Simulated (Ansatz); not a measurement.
# Alloy of GaN and AlN (36 of 48 Ga sites exchanged), 96 atoms, part 2 of 2

Ansatz 0.2.0, PAW. The steps go on from the part before.

**3. Single point with HSE06**

File in.yaml:

```yaml
crystal:
  lattice:
    - [9.385876, 0.000000, 0.000000]
    - [0.000000, 10.840129, 0.000000]
    - [0.000000, 0.000000, 10.088377]
  atoms:
    - { symbol: Ga, position: [0.167232, 0.083682, 0.249752] }
    - { symbol: Ga, position: [0.999440, 0.334390, 0.248794] }
    - { symbol: Ga, position: [0.999147, 0.333619, 0.750857] }
    - { symbol: Ga, position: [0.499981, 0.582625, 0.249437] }
    - { symbol: Ga, position: [0.499815, 0.583210, 0.749505] }
    - { symbol: Ga, position: [0.666921, 0.834626, 0.249686] }
    - { symbol: Ga, position: [0.167958, 0.416942, 0.499946] }
    - { symbol: Ga, position: [0.999493, 0.665698, 0.999822] }
    - { symbol: Ga, position: [0.666864, 0.166482, 0.499482] }
    - { symbol: Ga, position: [0.666642, 0.166383, 0.999678] }
    - { symbol: Ga, position: [0.167072, 0.916242, 0.500446] }
    - { symbol: Ga, position: [0.167207, 0.917021, 0.998597] }
    - { symbol: Al, position: [0.167245, 0.083755, 0.749016] }
    - { symbol: Al, position: [0.499322, 0.083402, 0.249135] }
    - { symbol: Al, position: [0.499344, 0.082946, 0.748978] }
    - { symbol: Al, position: [0.334282, 0.333013, 0.248108] }
    - { symbol: Al, position: [0.334483, 0.332324, 0.750211] }
    - { symbol: Al, position: [0.167037, 0.584160, 0.249234] }
    - { symbol: Al, position: [0.166625, 0.584717, 0.749258] }
    - { symbol: Al, position: [0.999251, 0.832711, 0.250127] }
    - { symbol: Al, position: [0.999313, 0.832814, 0.747917] }
    - { symbol: Al, position: [0.833783, 0.082670, 0.249354] }
    - { symbol: Al, position: [0.833729, 0.082193, 0.749231] }
    - { symbol: Al, position: [0.666458, 0.333188, 0.249101] }
    - { symbol: Al, position: [0.666474, 0.333145, 0.749199] }
    - { symbol: Al, position: [0.334140, 0.833111, 0.249152] }
    - { symbol: Al, position: [0.334121, 0.833579, 0.749163] }
    - { symbol: Al, position: [0.833161, 0.583322, 0.250323] }
    - { symbol: Al, position: [0.833527, 0.583945, 0.748059] }
    - { symbol: Al, position: [0.666908, 0.834457, 0.748877] }
    - { symbol: Al, position: [0.999299, 0.166509, 0.500478] }
    - { symbol: Al, position: [0.000035, 0.166963, 0.998353] }
    - { symbol: Al, position: [0.334343, 0.167257, 0.500188] }
    - { symbol: Al, position: [0.333801, 0.167506, 0.998148] }
    - { symbol: Al, position: [0.168273, 0.416669, 0.998969] }
    - { symbol: Al, position: [0.999423, 0.666244, 0.498889] }
    - { symbol: Al, position: [0.500424, 0.416452, 0.499093] }
    - { symbol: Al, position: [0.499985, 0.416499, 0.998953] }
    - { symbol: Al, position: [0.333572, 0.667063, 0.499145] }
    - { symbol: Al, position: [0.333704, 0.666560, 0.999220] }
    - { symbol: Al, position: [0.831979, 0.417952, 0.499250] }
    - { symbol: Al, position: [0.832076, 0.417583, 0.999233] }
    - { symbol: Al, position: [0.667273, 0.666928, 0.500080] }
    - { symbol: Al, position: [0.666907, 0.667288, 0.997842] }
    - { symbol: Al, position: [0.500088, 0.916318, 0.500248] }
    - { symbol: Al, position: [0.500257, 0.916171, 0.997984] }
    - { symbol: Al, position: [0.833332, 0.916362, 0.500300] }
    - { symbol: Al, position: [0.832948, 0.916760, 0.998138] }
    - { symbol: N, position: [0.996711, 0.165294, 0.186030] }
    - { symbol: N, position: [0.999780, 0.163411, 0.688568] }
    - { symbol: N, position: [0.336774, 0.168430, 0.186561] }
    - { symbol: N, position: [0.333604, 0.166759, 0.689117] }
    - { symbol: N, position: [0.170879, 0.418989, 0.188219] }
    - { symbol: N, position: [0.170801, 0.418499, 0.693218] }
    - { symbol: N, position: [0.999478, 0.666163, 0.193839] }
    - { symbol: N, position: [0.000144, 0.666300, 0.688407] }
    - { symbol: N, position: [0.667006, 0.166055, 0.194431] }
    - { symbol: N, position: [0.666970, 0.166142, 0.693992] }
    - { symbol: N, position: [0.500384, 0.412743, 0.187203] }
    - { symbol: N, position: [0.499950, 0.412711, 0.687572] }
    - { symbol: N, position: [0.330326, 0.668617, 0.187644] }
    - { symbol: N, position: [0.329936, 0.668956, 0.687365] }
    - { symbol: N, position: [0.166565, 0.912828, 0.192547] }
    - { symbol: N, position: [0.166905, 0.916582, 0.694488] }
    - { symbol: N, position: [0.828887, 0.419212, 0.187660] }
    - { symbol: N, position: [0.829316, 0.418644, 0.687566] }
    - { symbol: N, position: [0.670340, 0.665818, 0.186345] }
    - { symbol: N, position: [0.669988, 0.669178, 0.688407] }
    - { symbol: N, position: [0.496517, 0.918754, 0.186762] }
    - { symbol: N, position: [0.499997, 0.916910, 0.689200] }
    - { symbol: N, position: [0.837338, 0.918409, 0.186760] }
    - { symbol: N, position: [0.833429, 0.916699, 0.688876] }
    - { symbol: N, position: [0.166946, 0.087408, 0.443030] }
    - { symbol: N, position: [0.167111, 0.087766, 0.937630] }
    - { symbol: N, position: [0.996132, 0.332155, 0.442732] }
    - { symbol: N, position: [0.999539, 0.334372, 0.944954] }
    - { symbol: N, position: [0.496290, 0.080898, 0.438111] }
    - { symbol: N, position: [0.496358, 0.081287, 0.937384] }
    - { symbol: N, position: [0.337509, 0.331541, 0.436802] }
    - { symbol: N, position: [0.334267, 0.333411, 0.938878] }
    - { symbol: N, position: [0.166953, 0.587013, 0.437673] }
    - { symbol: N, position: [0.170337, 0.581825, 0.937718] }
    - { symbol: N, position: [0.996210, 0.831557, 0.438808] }
    - { symbol: N, position: [0.996504, 0.834284, 0.935821] }
    - { symbol: N, position: [0.837175, 0.080838, 0.437963] }
    - { symbol: N, position: [0.836892, 0.081733, 0.937340] }
    - { symbol: N, position: [0.666770, 0.336785, 0.437465] }
    - { symbol: N, position: [0.666516, 0.336495, 0.937515] }
    - { symbol: N, position: [0.500339, 0.583356, 0.444117] }
    - { symbol: N, position: [0.500065, 0.583230, 0.943691] }
    - { symbol: N, position: [0.337525, 0.831662, 0.437678] }
    - { symbol: N, position: [0.337174, 0.830970, 0.937260] }
    - { symbol: N, position: [0.832898, 0.583611, 0.439328] }
    - { symbol: N, position: [0.829667, 0.581640, 0.936281] }
    - { symbol: N, position: [0.666687, 0.833578, 0.443795] }
    - { symbol: N, position: [0.666812, 0.833721, 0.938583] }
  symmetry: { detect: false }
kpoints:
  mp_grid: { grid: [1, 1, 1], shift: [0.25, 0.25, 0.25] }
hamiltonian:
  xc: hse06
scf:
  occupations: { method: fermi_dirac, width: 0.01 }
output:
  forces: true
  eigenvalues: true
  populations: true
  eigenstates: { kpoints: [[0.25, 0.25, 0.25]], e_range: [-6.0, 6.0], localisation: true }
```

Launch:

```console
$ ansatz run in.yaml --threads 4 --pin off --max-ram 61750MiB --runs-dir r --events-out ev --progress --plain --backend cuda --devices 0, --max-vram 37GiB
```

Output:

```text
Pseudopotentials: kind: paw
Functional definition: HSE06
  parameter a = 0.25
  parameter omega = 0.11/bohr
  exchange = pbe_x - a*pbe_x_sr(omega) + a*exact_x_sr(omega)
  correlation = pbe_c
Crystal: 96 atoms, lattice volume = 1026.433 Å³
Basis set: ecut = 420 eV, 19999 PW (Γ), exchange–correlation on 128×150×144 points (8 copies of the dense FFT grid, shifted against one another)
Bands: 348, of which v1, the nominal top of the filled ones, is band 252 counted from 1 (251 counted from 0)
Symmetry: 1 space group operations
k-points: 1
Non-local potential: Ga, projectors of the file, l = 0: 2, l = 1: 2, l = 2: 3, l = 3: 1
Non-local potential: Al, projectors of the file, l = 0: 2, l = 1: 2, l = 2: 1
Non-local potential: N, projectors of the file, l = 0: 2, l = 1: 2, l = 2: 1
PAW form: soft (Blöchl's): semilocal exchange-correlation on the pseudo side does not see the compensation charge
PAW frozen core: Ga, regenerated for the run's functional, and the local potential with it (the file was generated under x = pbe(κ = 0.804, μ = 0.2195149727645171), c = pbe(β = 0.06672455060314922))
PAW frozen core: Al, regenerated for the run's functional, and the local potential with it (the file was generated under x = pbe(κ = 0.804, μ = 0.2195149727645171), c = pbe(β = 0.06672455060314922))
PAW frozen core: N, regenerated for the run's functional, and the local potential with it (the file was generated under x = pbe(κ = 0.804, μ = 0.2195149727645171), c = pbe(β = 0.06672455060314922))
PAW one-centre angular grid: Ga, 590 points (default); XC on 64 Gauss nodes
PAW one-centre angular grid: Al, 110 points (default); XC on 64 Gauss nodes
PAW one-centre angular grid: N, 110 points (default); XC on 64 Gauss nodes
Initial density: superposition of atomic densities (neutral atoms: chi_scale 0, normalization atom), corrected by the library's trained network
Initial wavefunctions: pseudopotential atomic-orbital guess
Functional: x = pbe(κ = 0.804, μ = 0.2195149727645171), c = pbe(β = 0.06672455060314922), warm-up for x = pbe(κ = 0.804, μ = 0.2195149727645171) + 0.25 (exact − pbe) at short range (hse, ω = 0.20786987370883472 Å⁻¹), c = pbe(β = 0.06672455060314922); HSE06 as pw.x's `hse` composes it (authors' and Libxc's form: `xc: wpbeh`)
SCF iter   1: F=—  HF=-83287.424169 eV  |F-HF|=—  |Δ(HF+E_count)|=         —  Δρ=1.35e-3  dr2=2.84e-2  ethr=1.77e-3  ⟨swp⟩=20.0  Hψ=1946  notcnv=2
preconditioner: auto → none  [insulator: Δε(μ)=4.500 eV  Ē_g=14.756 eV  σ=0.010 eV  W_gap=1.00  n_scr=252 (ndim 8)  ℏωp=26.0 eV  f_vac=0.000  D(μ)=0.00/eV (n_scr^D=0)]
SCF iter   2: F=—  HF=-83287.442296 eV  |F-HF|=—  |Δ(HF+E_count)|=   1.81e-2  Δρ=7.80e-4  dr2=4.40e-3  ethr=5.64e-6  ⟨swp⟩=9.0  Hψ=1527  notcnv=0  defer=19
iter 3 solved again at ethr=6.88e-8 eV; its pass at ethr=8.72e-7 eV (dr2=3.47e-4 eV) is discarded
SCF iter   3: F=-83287.443174 eV  HF=-83287.443144 eV  |F-HF|=3.01e-5  |Δ(HF+E_count)|=   8.48e-4  Δρ=2.19e-4  dr2=3.55e-4  ethr=6.88e-8  ⟨swp⟩=6.0  Hψ=1732  notcnv=0  defer=10
SCF 1 stopped early in 3 iterations: F = -83287.443174 eV  dr2 = 3.55e-4
Initial density: handed on by an earlier stage of this run
Initial wavefunctions: those handed on with the density
Functional: x = pbe(κ = 0.804, μ = 0.2195149727645171) + 0.25 (exact − pbe) at short range (hse, ω = 0.20786987370883472 Å⁻¹), c = pbe(β = 0.06672455060314922); HSE06 as pw.x's `hse` composes it (authors' and Libxc's form: `xc: wpbeh`)
Exchange kernel: α = 0.2500, screened, ω = 0.2079 Å⁻¹, Wigner–Seitz truncation, v(0) = 907.7183 eV·Å³, q-mesh 1×1×1, nearest image of the exchange supercell L = 9.39 Å, pair-density grid 45×54×48, without the augmentation charges, whose exchange is taken in its separable form (sized by the pseudopotential files, 64×75×72 at the most)
Frozen-core exchange: fock
SCF iter   1: F=—  HF=-83310.428323 eV  |F-HF|=—  |Δ(HF+E_count)|=         —  Δρ=1.05e-2  dr2=4.72e-1  ethr=7.05e-7  ⟨swp⟩=13.0  Hψ=2186  notcnv=0
preconditioner: auto → none  [insulator: Δε(μ)=5.860 eV  Ē_g=17.208 eV  σ=0.010 eV  W_gap=1.00  n_scr=252 (ndim 8)  ℏωp=26.0 eV  f_vac=0.000  D(μ)=0.00/eV (n_scr^D=0)]
SCF iter   2: F=—  HF=-83310.207072 eV  |F-HF|=—  |Δ(HF+E_count)|=   2.21e-1  Δρ=3.21e-3  dr2=7.17e-2  ethr=7.05e-7  ⟨swp⟩=6.0  Hψ=1488  notcnv=0
SCF iter   3: F=—  HF=-83310.385080 eV  |F-HF|=—  |Δ(HF+E_count)|=   1.78e-1  Δρ=2.62e-3  dr2=2.95e-2  ethr=7.05e-7  ⟨swp⟩=7.0  Hψ=1491  notcnv=0
SCF iter   4: F=—  HF=-83310.377371 eV  |F-HF|=—  |Δ(HF+E_count)|=   7.71e-3  Δρ=7.98e-4  dr2=3.88e-3  ethr=7.05e-7  ⟨swp⟩=4.0  Hψ=1069  notcnv=0
SCF iter   5: F=—  HF=-83310.376962 eV  |F-HF|=—  |Δ(HF+E_count)|=   4.09e-4  Δρ=1.52e-4  dr2=4.28e-4  ethr=4.92e-7  ⟨swp⟩=3.0  Hψ=720  notcnv=0
SCF iter   6: F=—  HF=-83310.379370 eV  |F-HF|=—  |Δ(HF+E_count)|=   2.41e-3  Δρ=1.48e-4  dr2=1.15e-4  ethr=4.53e-8  ⟨swp⟩=7.0  Hψ=1219  notcnv=0
SCF iter   7: F=-83310.379301 eV  HF=-83310.379305 eV  |F-HF|=4.60e-6  |Δ(HF+E_count)|=   6.46e-5  Δρ=2.85e-5  dr2=9.77e-6  ethr=2.21e-8  ⟨swp⟩=4.0  Hψ=802  notcnv=0
SCF 2 stopped early in 7 iterations: F = -83310.379301 eV  dr2 = 9.77e-6
  Residual-converged pass: ⟨swp⟩=4.0  Hψ=854  notcnv=0  max |occ|·‖R‖ = 6.3e-6 eV (tolerance 6.7e-6 eV)  dr2=1.03e-5  dr2_onsite=1.64e-6  max |Δocc| = 0.0e0
hybrid outer 1: dexx = +2.051e-1 eV, tail = 2.87e-4 eV
SCF iter   1: F=—  HF=-83310.376483 eV  |F-HF|=—  |Δ(HF+E_count)|=         —  Δρ=4.31e-5  dr2=2.35e-5  ethr=2.85e-7  ⟨swp⟩=15.0  Hψ=1005  notcnv=0
preconditioner: auto → none  [insulator: Δε(μ)=5.896 eV  Ē_g=17.138 eV  σ=0.010 eV  W_gap=1.00  n_scr=252 (ndim 8)  ℏωp=26.0 eV  f_vac=0.000  D(μ)=0.00/eV (n_scr^D=0)]
SCF iter   2: F=—  HF=-83310.376481 eV  |F-HF|=—  |Δ(HF+E_count)|=   1.50e-6  Δρ=1.07e-5  dr2=1.22e-6  ethr=4.40e-9  ⟨swp⟩=4.0  Hψ=919  notcnv=0
SCF iter   3: F=—  HF=-83310.376487 eV  |F-HF|=—  |Δ(HF+E_count)|=   5.96e-6  Δρ=9.04e-6  dr2=6.90e-7  ethr=1.16e-10  ⟨swp⟩=10.0  Hψ=1322  notcnv=0  defer=1
SCF iter   4: F=—  HF=-83310.376487 eV  |F-HF|=—  |Δ(HF+E_count)|=   1.14e-7  Δρ=1.90e-6  dr2=4.22e-8  ethr=1.16e-10  ⟨swp⟩=3.0  Hψ=751  notcnv=0
SCF iter   5: F=-83310.376487 eV  HF=-83310.376487 eV  |F-HF|=2.06e-8  |Δ(HF+E_count)|=   9.09e-8  Δρ=1.26e-6  dr2=2.16e-8  ethr=5.84e-12  ⟨swp⟩=9.0  Hψ=1094  notcnv=0  defer=8
SCF 3 converged in 5 iterations: F = -83310.376487 eV  dr2 = 2.16e-8
  Residual-converged pass: ⟨swp⟩=2.0  Hψ=596  notcnv=0  max |occ|·‖R‖ = 1.8e-6 eV (tolerance 3.1e-6 eV)  dr2=2.17e-8  dr2_onsite=5.69e-9  max |Δocc| = 0.0e0
[... from here the SCF cycle lines were not kept, up to the last twenty ...]
hybrid outer 2: dexx = +5.719e-6 eV, tail = 1.30e-7 eV, Δε = 1.57e-3 eV (about 4.07e-5 eV left of the loop's levels), ΔF = 6.00e-3 eV/Å (tail 5.72e-4)
NSCF: frozen V_eff on 1 k-points
hybrid SCF converged: 2 outer / 12 inner (+3 warm-up), last move |dexx| = 5.72e-6 eV, tail = 1.30e-7 eV
Stability not checked: this state was not tested for a lower state beside it, because the functional holds exact exchange (a hybrid, or Hartree-Fock), whose exchange loop this test does not read (fock_operator; see scf.lower_state_search)
Free energy (F): -83310.376486 eV
Harris-Foulkes:  -83310.376486 eV  (|F-HF|=2.06e-8)
Internal energy: -83310.376486 eV  (E = F + TS)
E sigma→0 (E₀):  -83310.376486 eV
Fermi energy:    9.646046 eV
--- Per-component energies (eV) ---
  E_band       = -579.835437
  E_kinetic    = 8718.431382
  E_local      = -37874.848035  (includes V_loc(G=0)·N_el)
  E_nonlocal   = 7650.846295
  E_hartree    = 16751.267054
  E_xc         = -4216.358091
  E_vxc        = -4415.665038  (∫ρ·V_xc dr)
  E_exx        = -1389.607376  (= α·E_x^exact, valence–valence)
  E_paw        = -46517.800527  (= ΣΔE_a)
  E_vpaw       = -5381.905013  (= ΣTr[D̂ρ^β])
  E_aug_tail   = 0.003509  (compensation charges beyond the density's cutoff)
  E_ewald      = -26430.980081
  E_core_change = -1.330618  (= ΣΔE_core)
  E_smearing   = -0.000000  (= −TS)
  E_closure    = 0.000001  (closes the sum)
  Σ components = -83310.376486   (vs F -83310.376486, Δ=0.00e0)
--- Forces (eV/Å), atoms counted from 1 ---
  atom   1  Ga    -0.00893801    -0.00285088    -0.01028372
  atom   2  Ga    -0.02678186    -0.01259691    -0.03133097
[... 46 atoms left out ...]
  atom  49  N     -0.04992915    -0.02645158    -0.02453356
[... 10 atoms left out ...]
  atom  60  N     -0.00331750    -0.06422064    -0.00887006
[... 1 atom left out ...]
  atom  62  N     -0.05124264     0.03686718    -0.01306953
  atom  63  N      0.00396572    -0.05092443     0.04608851
[... 9 atoms left out ...]
  atom  73  N      0.00287495     0.06787431     0.03907016
  atom  74  N      0.00544984     0.06047534     0.00098712
  atom  75  N     -0.05161348    -0.02620133     0.04069894
[... 16 atoms left out ...]
  atom  92  N      0.05327742    -0.02996432    -0.00857717
[... 4 atoms left out ...]
  max |Σ_I F_I| component: 7.98e-4 eV/Å
--- Band table (eV) ---
  k-point 0: bands = [... 240 lower levels ..., "6.1088", "6.1416", "6.1755", "6.2327", "6.2787", "6.3562", "6.3800", "6.4081", "6.4702", "6.5409", "6.6729", "6.6976", "12.5937", "13.1657", "13.3068", "13.4074", "13.5764", "13.6477", "13.6753", "13.7304", "13.7748", "13.7857", "13.8339", "13.8727", ... 84 higher levels ...]
--- Löwdin populations: 96 sites ---
  site symbol       q [e]
     0     Ga     12.1889
     1     Ga     12.1915
[... 94 atoms left out ...]
  spilling = 0.005928 (of n_electrons = 504.000000)
```

Run time: 42 s. Hardware: 1 × NVIDIA H100 80GB HBM3 with 4 threads of AMD EPYC 7R13, shared host; peak host memory 3.2 GiB.

Spacing of the frontier levels at the single k point (¼, ¼, ¼): 5.90 eV (6.698 to 12.594 eV).

The states next to the gap (eigenstates.tsv), from the top filled level:

| level (eV) | spin | filling | atoms sharing it | main element | its share | largest atom |
| --- | --- | --- | --- | --- | --- | --- |
| -0.34 | both | 2.00 | 56.9 | N | 0.84 | – |
| -0.32 | both | 2.00 | 51.2 | N | 0.84 | – |
| -0.29 | both | 2.00 | 60.0 | N | 0.85 | – |
| -0.23 | both | 2.00 | 57.9 | N | 0.85 | – |
| -0.16 | both | 2.00 | 57.3 | N | 0.85 | – |
| -0.02 | both | 2.00 | 58.1 | N | 0.86 | – |
| 0.00 | both | 2.00 | 58.8 | N | 0.86 | – |
| 5.90 | both | 0.00 | 89.4 | N | 0.58 | – |

The largest force by HSE06 is only 0.08 eV/Å (on N73), so the positions lie close to this level's own in this cell.

**4. What came out**

What follows sums up all 2 parts. Changes of volume or cell count from the first structure of part 1.

```
             level        time  top filled to lowest empty (eV)
PBEsol, relaxation  13 s (GPU)                             4.44
             HSE06  42 s (GPU)                             5.90
```

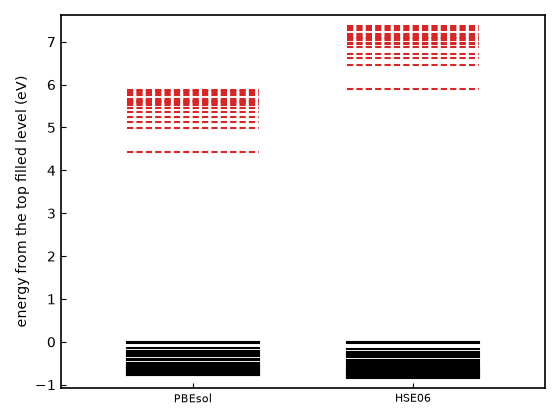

Levels near the gap by PBEsol, HSE06: filled black, empty red and dashed.

```
     quantity                                                                        value
   relaxation                                             5 recorded steps, 1.97 eV gained
largest shift                                                0.09 Å (N62 and others alike)
 relaxed cell  a = 9.386 Å, b = 10.840 Å, c = 10.088 Å, α = 90.00°, β = 90.00°, γ = 90.00°
   mean bonds                                                     Al–N 1.895, Ga–N 1.949 Å
```

**What this shows.** Relaxation gains 1.97 eV, with shifts up to 0.09 Å (N62 and others alike), while the volume changes by +0.1 %. The mean lengths of the listed bonds run from Al–N 1.89 Å to Ga–N 1.95 Å. At the same k points, PBEsol gives a spacing 1.46 eV smaller than the 5.90 eV of HSE06. With one k point the spacing samples only the states that fold onto it, so it can exceed the gap over the zone.
